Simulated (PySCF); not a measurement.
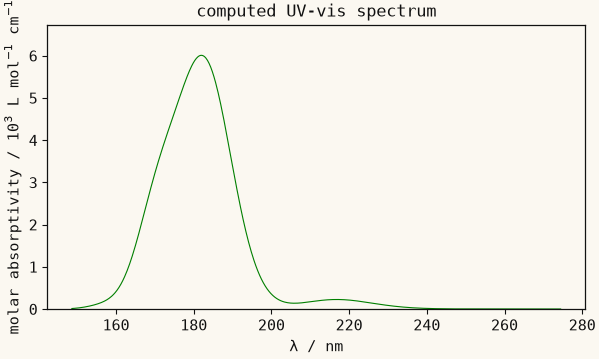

Vertical TDDFT excitations, PBE0/def2-SVPD with PySCF, at a GFN2-xTB geometry (no frequency check), gas phase. The lowest 8 singlet states are shown; each is broadened by a Gaussian of 1/e half-width 0.33 eV.

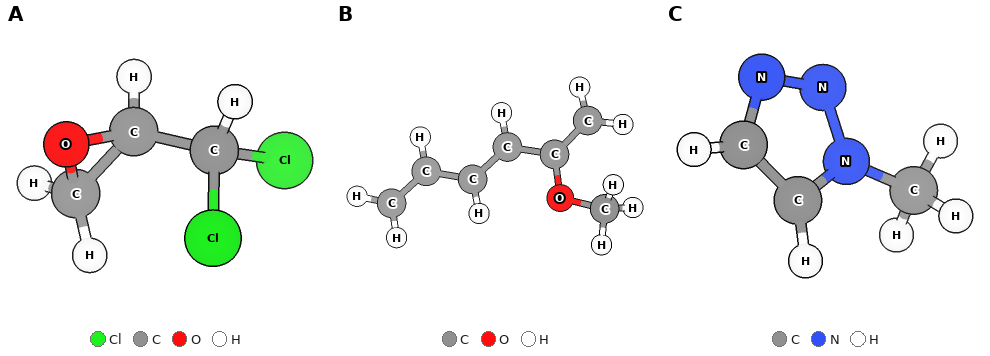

Whose absorption spectrum is this? The candidates are drawn in the second picture.

Answer. Structure C, C₃H₅N₃ (1-methyl-1,2,3-triazole), SMILES Cn1ccnn1. Its lowest singlet lies at 5.72 eV (f = 0.005) and the brightest of those computed is S2 at 6.75 eV (184 nm), f = 0.105, mainly HOMO−1 → LUMO (82 %).

Caveats: states above the negative HOMO energy depend on the basis; the tight-binding geometry is rougher than a DFT one and adds to the error; core orbitals are frozen in the response.
